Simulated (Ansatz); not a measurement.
## Run report: AlF4 (charge −1), single-point calculation

The run: single-point calculation of AlF4, charge −1. Method and program: RKS wB97M-V/def2-TZVPPD (Ansatz 0.2.0).

The geometry comes from this level: PBE0-D4/def2-TZVPD.

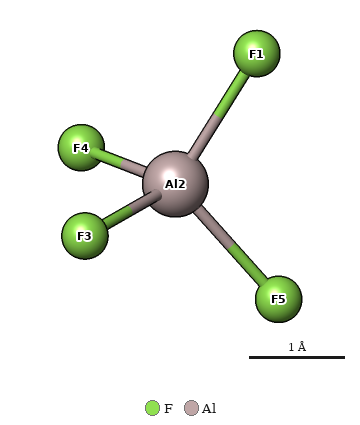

The input geometry (ball-and-stick view, seen at a tilt; atoms are numbered from 1 in the order of the input). Sticks mark near contacts.

### Summary

```tsv
quantity	value
outcome	converged
total energy	−17478.1126 eV
SCF solution under orbital rotations	stable
hardware	2 threads of AMD EPYC, 11 GiB of memory available, shared host
wall time	8 s (CPU time 15 s)
peak memory	0.64 GiB
```

### The input
```yaml
crystal:
  periodic: [false, false, false]
  atoms:
    - {symbol: F, position_ang: [-0.156897, -0.539956, 1.523280]}
    - {symbol: Al, position_ang: [0.299466, -0.710412, -0.093890]}
    - {symbol: F, position_ang: [0.879001, -2.275428, -0.353569]}
    - {symbol: F, position_ang: [-1.037262, -0.433009, -1.088258]}
    - {symbol: F, position_ang: [1.513029, 0.406710, -0.457021]}
basis:
  gaussian: {orbitals: "def2-TZVPPD.json"}
total_charge: -1
hamiltonian: {xc: {name: wB97M-V}}
```

Launch command:
```bash
ansatz run in.yaml --threads 2 --pin off --events-out ev --progress --plain --max-ram 4352MiB
```

### Output
```
Functional definition: wB97M-V
  name "wB97M-V"
  cite "Mardirossian & Head-Gordon, J. Chem. Phys. 144, 214110 (2016) doi:10.1063/1.4952647"
  cite "Becke, J. Chem. Phys. 107, 8554 (1997) doi:10.1063/1.475007"
  cite "Vydrov & Van Voorhis, J. Chem. Phys. 133, 244103 (2010) doi:10.1063/1.3521275"
  # Of w^i u^j: cxij and so on, Table III.
  parameter omega = 0.3/bohr
  parameter cx = 0.15
  parameter cx01 = 1.007
  parameter cx10 = 0.259
  parameter css00 = 0.443
  parameter css04 = -1.437
  parameter css10 = -4.535
  parameter css20 = -3.390
  parameter css43 = 4.278
  parameter cos00 = 1.000
  parameter cos10 = 1.358
  parameter cos20 = 2.924
  parameter cos21 = -8.812
  parameter cos60 = -1.390
  parameter cos61 = 9.142
  parameter b = 6.0
  parameter c = 0.01
  gx(w, u) = 1 - cx + cx01*u + cx10*w
  gss(w, u) = css00 + css04*u^4 + css10*w + css20*w^2 + css43*w^4*u^3
  gos(w, u) = cos00 + cos10*w + (cos20 + cos21*u)*w^2 + (cos60 + cos61*u)*w^6
  exchange = spin_sum(e_x_unif_sr(omega)*gx(b97_w, b97_u_x)) + cx*exact_x_sr(omega) + exact_x_lr(omega)
  correlation = spin_sum(e_c_pw_mod_same_spin*gss(b97_w, b97_u_same))
      + integral(e_c_pw_mod_opposite_spin*gos(b97_w_opposite, b97_u_opposite)) + vv10(b, c)
1089 factors; their error is unknown
288 factors; integrals over basis functions are off by at most 2.3e-5 eV
mean field evaluation 1: about -17476.7210 eV, gradient 2.6e1 eV
mean field evaluation 2: about -17477.1096 eV, gradient 2.9e1 eV
mean field evaluation 4: about -17478.0767 eV, gradient 5.9e-1 eV
mean field evaluation 8: about -17478.1125 eV, gradient 5.1e-2 eV
mean field -17478.11249893 eV, -642.3087872455 hartree, gradient 1.2e-5 eV, S^2 0.000000; 0 other end points of the search recorded, 0 dependent functions left out
reference -17478.11256327 eV, -642.3087896098 hartree; 25, 25 occupied and 183, 183 virtual orbitals, 1089 factors
Total energy: -17478.11256327 eV, -642.3087896098 hartree
```
